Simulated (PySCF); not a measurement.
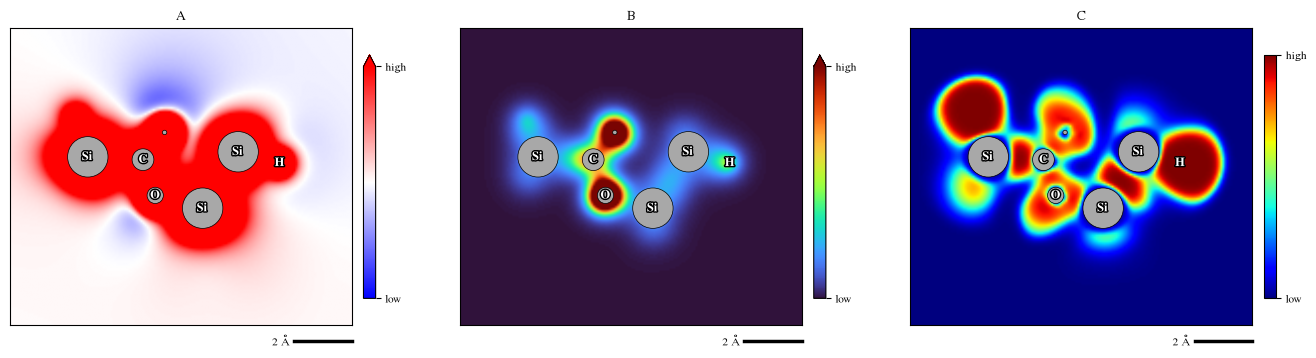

C2H10O2Si3: 3 fields on the plane of atoms Si3, Si2 and O4, with unlabelled colour scales. Grey discs cover the atomic cores.

Geometry: GFN2-xTB.

Theory: wB97X-D/def2-SVPD, SCF density, gas phase (PySCF 2.14.0).

> The panels show electron density, electron localisation function and electrostatic potential in some order. Assign them.

Panel A: electrostatic potential (strongly positive close to the atoms, with negative regions outside electron-rich atoms). Panel B: electron density. Panel C: electron localisation function. From the grid: Si–O (1.70 Å): ρ at the midpoint is about 0.98 e/Å³; the ELF peaks at about 0.90 between the atoms: a polar covalent bond. C–Si (1.92 Å): ρ is about 0.94 e/Å³ halfway; the ELF peaks at about 1 between the atoms; localised, covalent bonding.
